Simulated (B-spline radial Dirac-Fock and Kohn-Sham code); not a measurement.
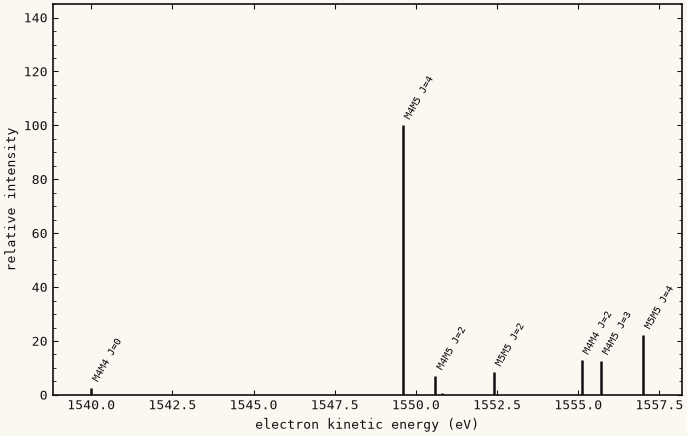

The Auger multiplet of an L3 hole with both final holes in M45, lines labelled by the leading pair of holes and J, as sticks. Kinetic energies count from the vacuum level; very weak lines are left out. Lines are named by their largest jj component, which in light atoms can differ from the customary names. System: the rubidium atom ([Kr] 4d1), which is not the ground configuration. Method: Dirac–Fock ΔSCF energies in intermediate coupling of the two holes, Coulomb rates, valence shells as spectators (computed with a radial B-spline solver).

**How wide is the L3 level from this decay?**

0.519 eV from this multiplet.

**Which line is strongest?**

L3-M4M5 J=4 at 1.550 keV, 60 % of the multiplet.
